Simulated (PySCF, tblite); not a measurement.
# C2H5OSSi radical: geometry, infrared bands and EPR parameters

Wanted: the infrared bands and EPR parameters of C2H5OSSi radical (`CC(=O)S[SiH2]`), by calculation.

The runs use tblite 0.8.0 and PySCF 2.14.0, with density-fitted response routines of our own; the level of theory stands in each step. All values are computed, except where a source is named. Atoms count from 0, in the outputs and in this text.

**1. The molecule as given**

10 atoms, charge 0, multiplicity 2; geometry from: force field or distance geometry start.

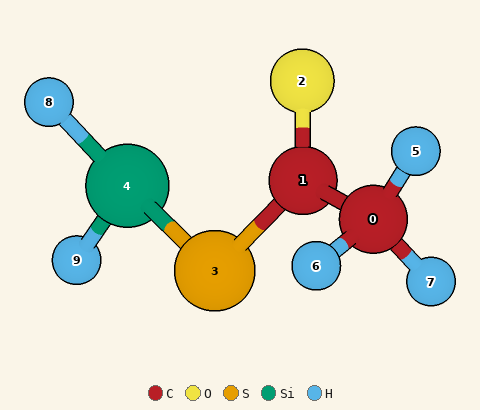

The starting geometry (carbon red, oxygen yellow, sulfur amber, silicon teal, hydrogen blue), atoms numbered.

**2. Optimising the geometry with GFN2-xTB**

What the job is given:

```
{"job": {"kind": "relax", "xc": "GFN2-xTB", "basis": "xTB"}, "charge": 0, "multiplicity": 2}
C     -2.002200     0.154800    -0.347000
C     -0.650600     0.065500     0.234200
O     -0.444800     0.289100     1.447700
S      0.801300    -0.380600    -0.717500
Si     2.570500    -0.428200     0.461000
H     -2.758700     0.540300     0.360000
H     -1.903600     0.830100    -1.236400
H     -2.263400    -0.826200    -0.754500
H      2.965000     0.858900     1.022300
H      3.695500    -1.098900    -0.198200
```

Launch:

```bash
> OMP_NUM_THREADS=1 python probes_run.py task.json out
```

One launch serves the whole session: the jobs run in the order shown.

The log of the run:

```text
step      E/eV     max force
  0    -430.58791    4.594
  1    -430.69540    4.909
  2    -430.82557    0.740
  3    -430.85766    0.588
  4    -430.90086    0.453
  5    -430.91096    0.390
  6    -430.94123    0.387
  7    -430.95870    0.373
  8    -430.98202    0.541
  9    -431.00138    0.570
 10    -431.01743    0.378
 11    -431.02651    0.313
 12    -431.03306    0.186
 13    -431.03717    0.193
 14    -431.04137    0.221
 15    -431.04633    0.223
 16    -431.05249    0.240
 17    -431.05809    0.204
 18    -431.06182    0.204
 19    -431.06456    0.194
 20    -431.06859    0.246
 21    -431.07591    0.348
 22    -431.08506    0.409
 23    -431.09301    0.344
 24    -431.10079    0.211
 25    -431.10605    0.212
 26    -431.11170    0.277
 27    -431.11911    0.296
 28    -431.12449    0.215
 29    -431.12724    0.133
 30    -431.12889    0.105
 31    -431.13022    0.099
 32    -431.13154    0.114
 33    -431.13268    0.110
 34    -431.13353    0.083
 35    -431.13421    0.069
 36    -431.13476    0.064
 37    -431.13514    0.051
 38    -431.13537    0.054
 39    -431.13561    0.049
 40    -431.13585    0.045
 41    -431.13607    0.040
 42    -431.13622    0.035
 43    -431.13632    0.031
 44    -431.13641    0.026
 45    -431.13651    0.025
 46    -431.13661    0.033
 47    -431.13673    0.033
 48    -431.13682    0.027
 49    -431.13688    0.029
 50    -431.13696    0.026
 51    -431.13708    0.043
 52    -431.13728    0.057
 53    -431.13756    0.052
 54    -431.13780    0.048
 55    -431.13793    0.033
 56    -431.13797    0.017
 57    -431.13799    0.008
```

Wall time 0.28 s (1 thread of Arm Neoverse V1, shared host).

Step by step: (not every step is listed)

| step | energy from step 0 (eV) | largest force (eV/Å) |
| --- | --- | --- |
| 0 | 0.0000 | 4.5942 |
| 1 | -0.1075 | 4.9092 |
| 2 | -0.2377 | 0.7398 |
| 3 | -0.2697 | 0.5878 |
| 4 | -0.3130 | 0.4530 |
| 5 | -0.3230 | 0.3901 |
| 6 | -0.3533 | 0.3873 |
| 7 | -0.3708 | 0.3729 |
| 8 | -0.3941 | 0.5409 |
| 12 | -0.4451 | 0.1861 |
| 16 | -0.4646 | 0.2402 |
| 20 | -0.4807 | 0.2462 |
| 24 | -0.5129 | 0.2113 |
| 28 | -0.5366 | 0.2153 |
| 32 | -0.5436 | 0.1141 |
| 36 | -0.5469 | 0.0636 |
| 40 | -0.5479 | 0.0447 |
| 44 | -0.5485 | 0.0263 |
| 48 | -0.5489 | 0.0269 |
| 52 | -0.5494 | 0.0572 |
| 53 | -0.5496 | 0.0522 |
| 54 | -0.5499 | 0.0475 |
| 55 | -0.5500 | 0.0333 |
| 56 | -0.5501 | 0.0174 |
| 57 | -0.5501 | 0.0082 |

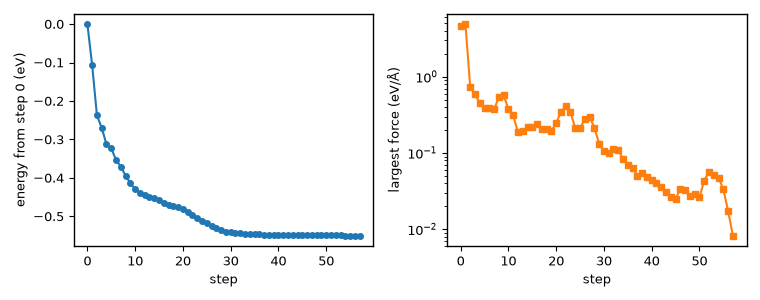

Energy and force, step by step.

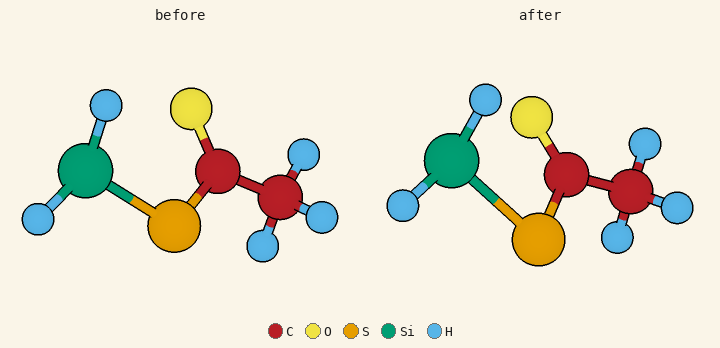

Before and after, at one scale.

Distances of close pairs at the start and the end, largest changes first:

| bond | before (Å) | after (Å) | change (Å) |
| --- | --- | --- | --- |
| S3–Si4 | 2.126 | 2.205 | +0.079 |
| C1–S3 | 1.792 | 1.731 | -0.062 |
| C0–H6 | 1.121 | 1.088 | -0.033 |
| C1–O2 | 1.251 | 1.225 | -0.026 |
| C0–H5 | 1.105 | 1.088 | -0.017 |
| C0–C1 | 1.474 | 1.489 | +0.015 |
| Si4–H8 | 1.459 | 1.449 | -0.009 |
| Si4–H9 | 1.466 | 1.460 | -0.006 |

The end geometry stands in the next job.

**3. Vibrational analysis with GFN2-xTB**

What the job is given:

```
{"job": {"kind": "ir", "xc": "GFN2-xTB", "basis": "xTB"}, "charge": 0, "multiplicity": 2}
C     -1.823252     0.171695    -0.320975
C     -0.409546    -0.002067     0.113706
O     -0.005089     0.140140     1.261453
S      0.776664    -0.414788    -1.077031
Si     2.205381    -0.416829     0.602314
H     -2.430364     0.522746     0.510210
H     -1.871774     0.879717    -1.146182
H     -2.208564    -0.781875    -0.680619
H      2.404307     0.958533     1.014024
H      3.371119    -1.052617    -0.005111
```

The log of the run:

```text
mode    cm-1     km/mol
  1      33.7      1.74
  2      98.6     11.35
  3     124.5     11.57
  4     320.3      1.66
  5     334.9      9.74
  6     418.1     20.33
  7     470.8      0.33
  8     517.2     30.25
  9     556.4     53.40
 10     600.4     11.64
 11     697.2     56.86
 12     764.5    193.34
 13     983.3     35.19
 14     992.5     14.32
 15    1140.5    171.18
 16    1372.8     29.83
 17    1440.4     12.18
 18    1442.7     17.31
 19    1603.4    245.41
 20    2271.1    237.91
 21    2376.7    177.90
 22    3008.2      2.25
 23    3026.7      2.64
 24    3042.2      8.40
```

Wall time 0.24 s (1 thread of Arm Neoverse V1, shared host).

Which atoms move in the most intense modes:

| cm⁻¹ | km/mol | atoms |
| --- | --- | --- |
| 556 | 53.4 | H8 47 %, H9 17 %, S3 14 % |
| 697 | 56.9 | S3 27 %, C1 19 %, C0 17 %, H5 12 % |
| 764 | 193.3 | H8 62 %, H9 33 % |
| 983 | 35.2 | H7 29 %, C0 25 %, H5 14 %, O2 13 % |
| 1140 | 171.2 | C1 54 %, H5 23 %, C0 18 % |
| 1603 | 245.4 | C1 62 %, O2 34 % |
| 2271 | 237.9 | H9 97 % |
| 2377 | 177.9 | H8 97 % |

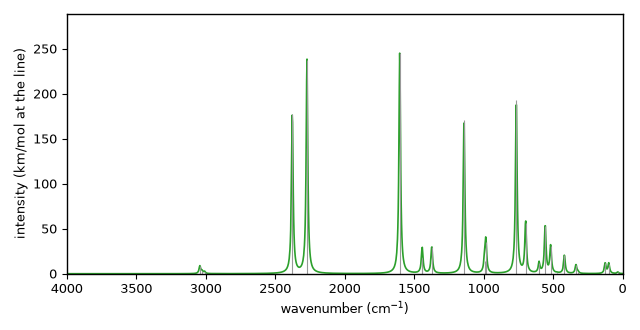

The infrared spectrum from these modes, unscaled. Lines are broadened to a width of 14 cm⁻¹ (Lorentzian).

**4. EPR parameters: B3LYP/pcH-1**

Settings changed since step 3:

```diff
@@ -1,2 +1,2 @@
-{"job": {"kind": "ir", "xc": "GFN2-xTB", "basis": "xTB"}, "charge": 0, "multiplicity": 2}
+{"job": {"kind": "epr", "basis": "pcH-1"}, "charge": 0, "multiplicity": 2}
 C     -1.823252     0.171695    -0.320975
```

Method: UKS B3LYP, pcH-1 on C H O S Si, non-relativistic, mean-field spin-orbit, GIAO.

The log of the run:

```text
UKS, coarse grid
  cycle   1  E = -842.00452277  |g| = 5.83e-01
  cycle   2  E = -841.37694563  |g| = 1.36e+00
  cycle   3  E = -842.11384836  |g| = 1.76e-01
  cycle   4  E = -842.12621795  |g| = 8.45e-02
  cycle   5  E = -842.12956387  |g| = 1.88e-02
  cycle   6  E = -842.12970600  |g| = 7.95e-03
  cycle   7  E = -842.12974379  |g| = 1.02e-03
  cycle   8  E = -842.12974437  |g| = 5.78e-04
UKS, final grid
  cycle   1  E = -842.12973895  |g| = 6.94e-04
  cycle   2  E = -842.12973857  |g| = 1.21e-03
  cycle   3  E = -842.12973918  |g| = 2.84e-04
  cycle   4  E = -842.12973921  |g| = 3.29e-05
  cycle   5  E = -842.12973921  |g| = 1.97e-05
E = -842.12973921 Eh   <S^2> = 0.7518 (exact 0.7500)
g shifts (ppm)      1          2          3
  rmc          -152       -152       -152
  gc             10         54         72
  oz_so         173       1614       2604
  total          31       1517       2525
hyperfine (MHz)  atom isotope    a_iso     a_fc   dipolar eigenvalues
    0   13C       1.33       1.34     -0.39     -0.15      0.54
    1   13C       7.79       7.83     -5.19     -2.55      7.75
    2   17O     -38.79     -38.87    -17.11      7.61      9.51
    3   33S       0.50       0.49     -5.49     -3.40      8.89
    4  29Si    -742.11    -743.15   -155.66     75.16     80.50
    5    1H       0.73       0.73     -1.06     -0.84      1.90
    6    1H       0.51       0.51     -1.10     -0.73      1.83
    7    1H       9.00       9.00     -0.95     -0.88      1.83
    8    1H      41.42      41.40     -7.84     -0.46      8.31
    9    1H     110.56     110.54     -8.84      1.02      7.82
```

Wall time 40 s (1 thread of Arm Neoverse V1, shared host); peak memory 0.73 GiB.

Principal g values 2.00235, 2.00384, 2.00484; g(iso) = 2.00368, against 2.00232 for a free electron.

Hyperfine couplings; where a row names several nuclei, a(iso) is their mean (it holds for fast rotation or exchange) and the dipolar term the largest among them:

| nuclei | isotope | a(iso) (MHz) | a(iso) (G, at g = 2.0023) | largest dipolar term (MHz) |
| --- | --- | --- | --- | --- |
| Si4 | 29Si | -742.1 | -264.8 | -155.7 |
| H8, H9 | 1H | 76.0 | 27.1 | -8.8 |
| O2 | 17O | -38.8 | -13.8 | -17.1 |
| C1 | 13C | 7.8 | 2.8 | 7.7 |
| H5, H6, H7 | 1H | 3.4 | 1.2 | 1.9 |
| C0 | 13C | 1.3 | 0.5 | 0.5 |
| S3 | 33S | 0.5 | 0.2 | 8.9 |

Mulliken spin populations:

| atom | value (e) |
| --- | --- |
| C0 | 0.00 |
| C1 | 0.03 |
| O2 | 0.03 |
| S3 | 0.02 |
| Si4 | 0.86 |
| H5 | 0.00 |
| H6 | 0.00 |
| H7 | 0.00 |
| H8 | 0.01 |
| H9 | 0.06 |

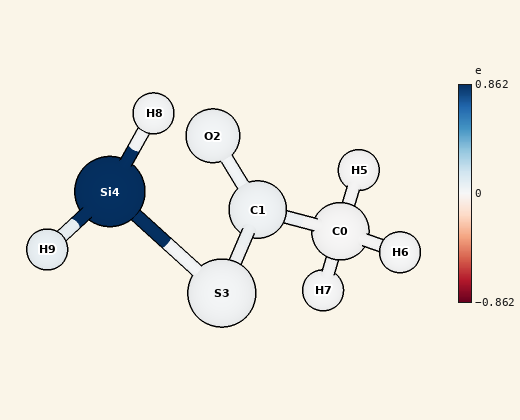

Mulliken spin populations, as colours on the atoms.

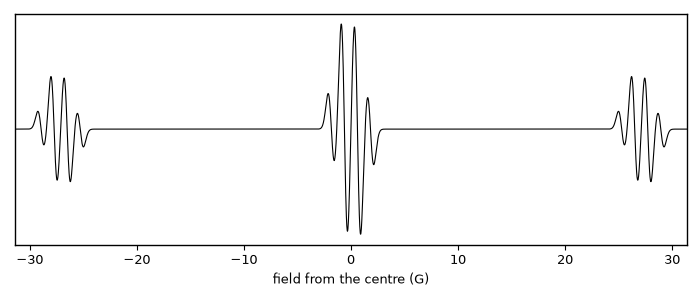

First-order isotropic spectrum (first derivative, main isotopes with spin only, couplings over 0.8 MHz, Gaussian width 0.3 G; couplings of the frozen geometry, rotation of groups not averaged beyond the rows shown).

The fields below are evaluated on a grid from the run's orbitals.

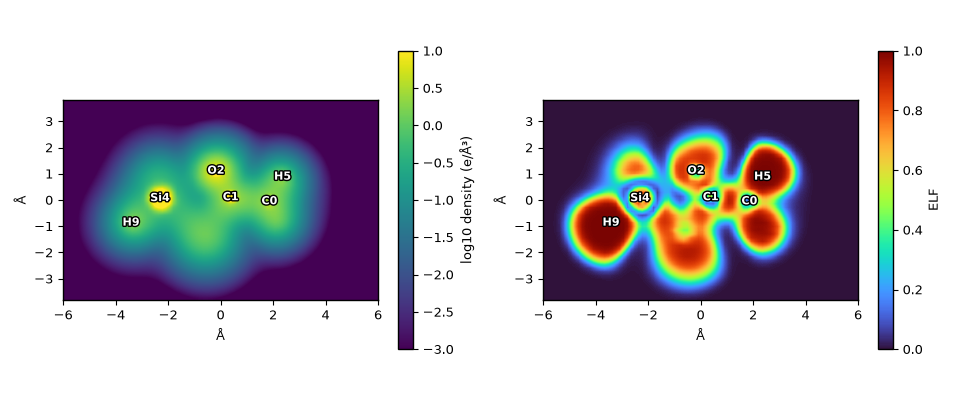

Density (left) and ELF (right) in a plane through or near 6 of the atoms.

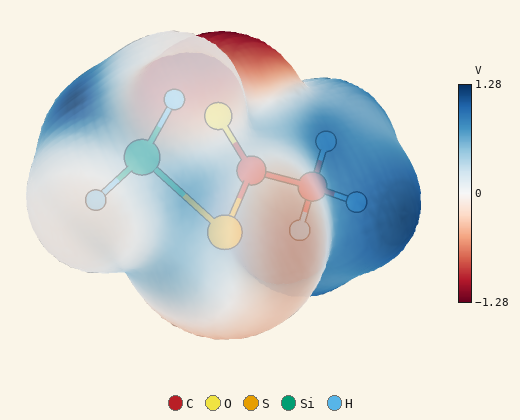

The potential that a unit positive charge feels on the 0.002 e/bohr³ surface, from -1.28 V near O2 to 1.17 V near H7.

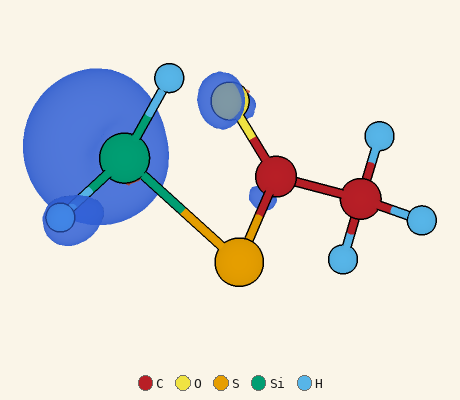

Spin density at ±0.05 e/Å³ (alpha excess blue, beta excess red).

**5. Results**

| quantity | value |
| --- | --- |
| strongest single infrared mode (GFN2-xTB) | 1603 cm⁻¹, 245 km/mol |
| zero-point energy (GFN2-xTB) | 39.5 kcal/mol |
| g(iso) (B3LYP) | 2.00368 |
| ⟨S²⟩ | 0.752 (exact 0.75) |
| largest a(iso) (averaged by class) | 29Si on Si4, -742.1 MHz |
| potential on the surface of density 0.002 e/bohr³, 1st and 99th percentile | -1.28 V and 1.17 V |

The optimisation took 57 steps and gained 0.550 eV; among the close pairs (by a distance rule), S3–Si4 changed most, from 2.126 to 2.205 Å. No mode is imaginary among the 24: a minimum at this level. The strongest single mode, at 1603 cm⁻¹, moves mainly C1 and O2. Unscaled tight-binding wavenumbers are off by several per cent, some by more. Its intensities can rank the bands wrongly. Si4 carries the largest spin population, 0.86 e. The isotropic g lies 1.4 ppt above the free-electron value. These values are for one conformer; the search (at its own cheap level) found 2 more, at 0.86, 7.58 kcal/mol, and measured spectra average over such forms.
